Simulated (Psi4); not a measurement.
**doublet S2O+: levels of theory compared**

Aim: a comparison of 4 runs (U-r2SCAN/def2-TZVP, UB3LYP/def2-TZVP, UCAM-B3LYP/def2-TZVP, UPBE0/def2-TZVP) of doublet S2O+. 

The calculation is run with Psi4 1.11.

## 1. Starting point

The species is S2O+ (3 atoms), meant as a doublet with charge +1. SMILES of the parent species: `O=S=S`. Geometry: relaxed at PBE0-D4/def2-TZVP. That shape belongs to the parent species and isn't relaxed for this state.

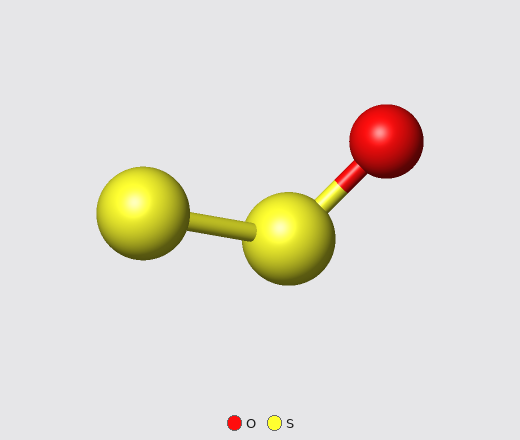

The structure, seen from a chosen angle (oxygen red, sulfur yellow).

## 2. A single-point energy at U-r2SCAN/def2-TZVP (run 1)

Input file os2.inp:

```
memory 1.6 GB

molecule m {
  1 2
  O      0.85345701     2.27526805     0.93195623
  S      0.99989189    -0.38835762     0.28145581
  S     -1.85333000    -1.88691043    -1.21341204
  units au
  symmetry c1
  no_reorient
  no_com
}

set globals {
  basis                def2-TZVP
  reference            uks
  puream               true
  e_convergence        1e-09
  d_convergence        1e-08
  scf_type             pk
  dft_radial_points    99
  dft_spherical_points 590
  maxiter              100
}

energy_value, wavefunction = energy('r2scan', return_wfn=True)
oeprop(wavefunction, 'MULLIKEN_CHARGES', 'WIBERG_LOWDIN_INDICES', 'MAYER_INDICES')
print_variables()
```

Run with:

```bash
psi4 -n 1 os2.inp os2.out
```

os2.out:

```text
[...]
  Running in c1 symmetry.
[...]
  Nuclear repulsion =  142.341724245657076
[...]
  Multiplicity = 2
[...]
  Nalpha       = 20
  Nbeta        = 19
[...]
    Number of basis functions: 105
[...]
   @UKS iter   1:  -870.98541471094052    5.51166e-01   7.02082e-03 DIIS/ADIIS
[...]
   @UKS iter  18:  -871.17853378514496   -1.55751e-11   8.62562e-09 DIIS
[...]
   @S^2 Observed:                7.646709913E-01
[...]
  @UKS Final Energy:  -871.17853378514496
   => Energetics <=
    Nuclear Repulsion Energy =            142.3417242456570762
    One-Electron Energy =               -1474.2901620734310200
    Two-Electron Energy =                 520.3513452310776302
    DFT Exchange-Correlation Energy =     -59.5814411884486645
    Empirical Dispersion Energy =           0.0000000000000000
    VV10 Nonlocal Energy =                  0.0000000000000000
    Total Energy =                       -871.1785337851449640
[...]
 Multipole Moments:
 ------------------------------------------------------------------------------------
     Multipole            Electronic (a.u.)      Nuclear  (a.u.)        Total (a.u.)
 ------------------------------------------------------------------------------------
 L = 1.  Multiply by 2.5417464519 to convert [e a0] to [Debye]
 Dipole X            :          6.4008170           -6.8273537           -0.4265367
 Dipole Y            :         16.8880490          -18.2021444           -1.3140954
 Dipole Z            :          6.9429165           -7.4556498           -0.5127333
 Magnitude           :                                                    1.4736607
[...]
```

Run time: 26 s. Hardware: 1 thread of Intel Xeon 6975P-C (Granite Rapids), shared host; peak memory 0.65 GiB.

## 3. Energy and gradient at UB3LYP/def2-TZVP (run 2)

Input file os2.dat:

```
memory 1.6 GB

molecule molecule1 {
  1 2
  O      0.85345701     2.27526805     0.93195623
  S      0.99989189    -0.38835762     0.28145581
  S     -1.85333000    -1.88691043    -1.21341204
  units bohr
  symmetry c1
  no_reorient
  no_com
}

set {
  basis                def2-TZVP
  reference            uks
  puream               true
  e_convergence        1e-09
  d_convergence        1e-08
  scf_type             pk
  dft_radial_points    99
  dft_spherical_points 590
  maxiter              100
}

E, wfn = gradient("b3lyp", return_wfn=True)
oeprop(wfn, "WIBERG_LOWDIN_INDICES", "LOWDIN_CHARGES", "MULLIKEN_CHARGES")
```

Run with:

```bash
psi4 os2.dat os2.out -n 1
```

os2.out:

```text
[...]
  Running in c1 symmetry.
[...]
  Nuclear repulsion =  142.341724245657076
[...]
  Multiplicity = 2
[...]
  Nalpha       = 20
  Nbeta        = 19
[...]
    Number of basis functions: 105
[...]
   @UKS iter   1:  -871.10157824095882    5.24001e-01   7.00662e-03 DIIS/ADIIS
[...]
   @UKS iter  19:  -871.29021000600767   -2.61480e-12   4.43423e-09 DIIS
[...]
   @S^2 Observed:                7.618518994E-01
[...]
  @UKS Final Energy:  -871.29021000600767
   => Energetics <=
    Nuclear Repulsion Energy =            142.3417242456570762
    One-Electron Energy =               -1474.3101436671256579
    Two-Electron Energy =                 508.7789890663668757
    DFT Exchange-Correlation Energy =     -48.1007796509060483
    Empirical Dispersion Energy =           0.0000000000000000
    VV10 Nonlocal Energy =                  0.0000000000000000
    Total Energy =                       -871.2902100060076691
[...]
  -Total Gradient:
     Atom            X                  Y                   Z
    ------   -----------------  -----------------  -----------------
       1       -0.003754766039     0.013231091917     0.002067058684
       2       -0.026085953188    -0.031745886930    -0.018455441972
       3        0.029835807105     0.018494232247     0.016381037838
[...]
  Mulliken Charges: (a.u.)
   Center  Symbol    Alpha    Beta     Spin     Total
       1     O     4.09561  4.07016  0.02546 -0.16577
       2     S     7.68060  7.61708  0.06351  0.70232
       3     S     8.22379  7.31276  0.91103  0.46345
   Total alpha = 20.00000, Total beta = 19.00000, Total charge =  1.00000
  Lowdin Charges: (a.u.)
   Center  Symbol    Alpha    Beta     Spin     Total
       1     O     4.07566  4.05273  0.02293 -0.12839
       2     S     7.76623  7.63581  0.13042  0.59796
       3     S     8.15811  7.31146  0.84664  0.53043
[...]
```

Wall time 19 s (1 thread of Intel Xeon 6975P-C (Granite Rapids), shared host); peak memory 0.65 GiB.

Run 3 isn't shown in full; the table further down has it.

## 4. Energy and gradient at UPBE0/def2-TZVP (run 4)

Input file run.py:

```python
import psi4

psi4.set_memory(1600000000)
psi4.set_num_threads(1)
psi4.set_output_file('run.log', False)

geom = psi4.geometry("""
1 2
O      0.451630     1.204020     0.493170
S      0.529120    -0.205510     0.148940
S     -0.980740    -0.998510    -0.642110
symmetry c1
no_reorient
no_com
""")

psi4.set_options({
    'basis': 'def2-TZVP',
    'reference': 'uks',
    'puream': True,
    'e_convergence': 1e-09,
    'd_convergence': 1e-08,
    'scf_type': 'pk',
    'dft_radial_points': 99,
    'dft_spherical_points': 590,
    'maxiter': 100,
})

e, wfn = psi4.gradient('pbe0', molecule=geom, return_wfn=True)
psi4.oeprop(wfn, 'MAYER_INDICES', 'MULLIKEN_CHARGES', 'LOWDIN_CHARGES')
print('gradient / Eh bohr^-1')
print(e.np.round(6))
print(f'energy = {wfn.energy():.10f} Eh')
```

Run with:

```bash
python run.py
```

run.log:

```text
[...]
  Running in c1 symmetry.
[...]
  Nuclear repulsion =  142.341724241183584
[...]
  Multiplicity = 2
[...]
  Nalpha       = 20
  Nbeta        = 19
[...]
    Number of basis functions: 105
[...]
   @UKS iter   1:  -870.73950649588073    4.90289e-01   6.38258e-03 ADIIS/DIIS
[...]
   @UKS iter  20:  -870.90295584132980   -2.04636e-12   5.12329e-09 DIIS
[...]
   @S^2 Observed:                7.677829586E-01
[...]
  @UKS Final Energy:  -870.90295584132980
   => Energetics <=
    Nuclear Repulsion Energy =            142.3417242411835844
    One-Electron Energy =               -1474.2100162742813154
    Two-Electron Energy =                 505.7765182391723329
    DFT Exchange-Correlation Energy =     -44.8111820474043938
    Empirical Dispersion Energy =           0.0000000000000000
    VV10 Nonlocal Energy =                  0.0000000000000000
    Total Energy =                       -870.9029558413297991
[...]
  -Total Gradient:
     Atom            X                  Y                   Z
    ------   -----------------  -----------------  -----------------
       1       -0.002800970993     0.023584799168     0.005181275286
       2       -0.022113033121    -0.038084420798    -0.018609618450
       3        0.024907921200     0.014479978102     0.013420791404
[...]
  Mulliken Charges: (a.u.)
   Center  Symbol    Alpha    Beta     Spin     Total
       1     O     4.07976  4.07524  0.00452 -0.15499
       2     S     7.67956  7.63257  0.04698  0.68787
       3     S     8.24069  7.29219  0.94850  0.46712
   Total alpha = 20.00000, Total beta = 19.00000, Total charge =  1.00000
  Lowdin Charges: (a.u.)
   Center  Symbol    Alpha    Beta     Spin     Total
       1     O     4.06343  4.05938  0.00405 -0.12281
       2     S     7.76460  7.64708  0.11752  0.58832
       3     S     8.17197  7.29354  0.87842  0.53449
[...]
```

On the terminal:

```text
gradient / Eh bohr^-1
[[-0.002801  0.023585  0.005181]
 [-0.022113 -0.038084 -0.01861 ]
 [ 0.024908  0.01448   0.013421]]
energy = -870.9029558413 Eh
```

It took 20 s on 1 thread of Intel Xeon 6975P-C (Granite Rapids), shared host; peak memory 0.65 GiB.

## 5. The series

```csv
run,level,task,energy (Eh),HOMO energy (eV),LUMO energy (eV),⟨S²⟩,wall time
1,U-r2SCAN/def2-TZVP,energy,-871.178534,-14.83,-13.65,0.765,26 s
2,UB3LYP/def2-TZVP,gradient,-871.290210,-15.72,-13.20,0.762,19 s
3,UCAM-B3LYP/def2-TZVP,gradient,-871.248949,-17.34,-11.71,0.769,29 s
4,UPBE0/def2-TZVP,gradient,-870.902956,-15.98,-12.86,0.768,20 s
```

## 6. Summary of results

| quantity | value |
| --- | --- |
| run 4: total energy | -870.90296 Eh |
| run 4: HOMO energy (highest over α and β) | -15.98 eV |
| run 4: LUMO energy (lowest over α and β) | -12.86 eV |
| run 4: ⟨S²⟩ | 0.768 |
| run 4: largest force on an atom | 2.458 eV/Å |

In words: Totals of different functionals can't be ranked against each other. All runs together took 94 s, the longest 29 s.
